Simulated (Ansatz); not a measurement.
## Profile along the Yb–Yb line in Yb (fcc, Cu type)

Yb (fcc, Cu type)

```yaml
crystal:
  lattice:
    - [0.00000, 2.59899, 2.59899]
    - [2.59899, 0.00000, 2.59899]
    - [2.59899, 2.59899, 0.00000]
  atoms:
    - { symbol: Yb, position: [0.00000, 0.00000, 0.00000] }
```

Fields along a shortest Yb–Yb line of a {110} plane (3.68 Å), from Yb to Yb, interpolated on the slice's grid (step about 0.2 Å). These are r2SCAN (plane waves to 500 eV, PAW, scalar-relativistic; Ansatz, an electronic-structure program) values and carry that method's errors. k mesh 15×15×15. Inside the PAW spheres the values are not all-electron values, and peaks at nuclei hang on which shells count as valence. The PAW data are Ansatz's earlier set. The relaxed volume of Yb is well below the measured one. Yb is run without spin polarisation. Yb was relaxed with its symmetry unable to fall. The f-shell state is unchecked: a lower one may exist.

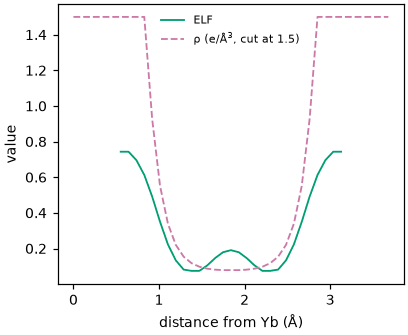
ELF (away from the nuclei) and valence density from Yb to Yb.

Density on the Yb–Yb line (3.68 Å) at its midpoint: 0.08 e/Å³. ELF at that point: 0.2.
